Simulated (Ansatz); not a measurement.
## Fields on a plane of ZnS (zinc blende)

```xyz
2
Lattice="0.0000 2.6946 2.6946 2.6946 0.0000 2.6946 2.6946 2.6946 0.0000" Properties=species:S:1:pos:R:3 pbc="T T T"
S      4.0418     4.0418     4.0418
Zn     0.0000     0.0000     0.0000
```

The slice is a {110} plane (indices of the conventional cell) through the point (0.750, 0.750, 0.750) (fractional), spanned by u = [100] and v = [1 -1 -1] in vectors of this cell: u (3.81 Å) and v (5.39 Å, at 90° to u). It covers one period; positions are fractions (u, v).

Atoms on it: S at (0.00, 0.00); Zn at (0.50, 0.75).

Method: r2SCAN (plane waves to 500 eV, PAW, scalar-relativistic; Ansatz, a first-principles code). k mesh 11×11×11. Near the nuclei the fields are pseudised (PAW); where an atom keeps semicore shells as valence, they peak there. ZnS was relaxed with its symmetry unable to fall.

```
|xxxxxxxx11221111112211xxxxxx|
|xxxxxxxx00xxxxxxxxxx00xxxxxx|
|xxxxxx00xxxxxxxxxxxxxx00xxxx|
|11223311xxxxxxxxxxxxxx113322|
|77665511xxxxxxxxxxxxxx115566|
|88776622xxxxxxxxxxxxxx226677|
|88886633xxxxxxxxxxxxxx336688|
|8888775522xxxxxxxxxx22557788|
|8888887755332211223355778888|
|9988888877666655666677888888|
|8899998888888888888888889999|
|8888999999999999999999999988|
|8888999999999999999999999988|
|8888889999999999999999998888|
|7777888899999999999999888877|
|1122557788999999999988775522|
|xxxxxx337799999999997733xxxx|
|xxxxxxxx55889999998855xxxxxx|
|xxxxxxxx22778888887722xxxxxx|
|xxxxxxxx11556655665511xxxxxx|
```
Scale: ten equal steps from 0.22 (start of '0') to 7.65 (end of '9'), in the order '0123456789'. Values: electrostatic potential energy of an electron, from the cell's mean, in eV. The map has 14 points along u (two characters each, u = 0 at the left) and 20 along v (v = 0 in the bottom row). Points within 1 Å of a nucleus are blanked (x), as the pseudised field means little there. The zero, the cell's mean, hangs on the PAW cores.

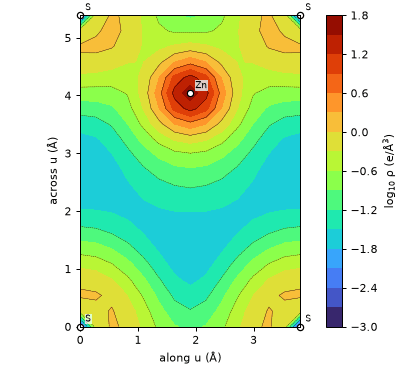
Figure: Log₁₀ of the valence density in e/Å³, one period of the plane, atoms marked. The scale is logarithmic, as a density can span decades between atoms and voids; values under 0.001 e/Å³ are set to 0.001.

Element round which the density of the highest valence band (whole band, smooth part) is largest on this plane: S.
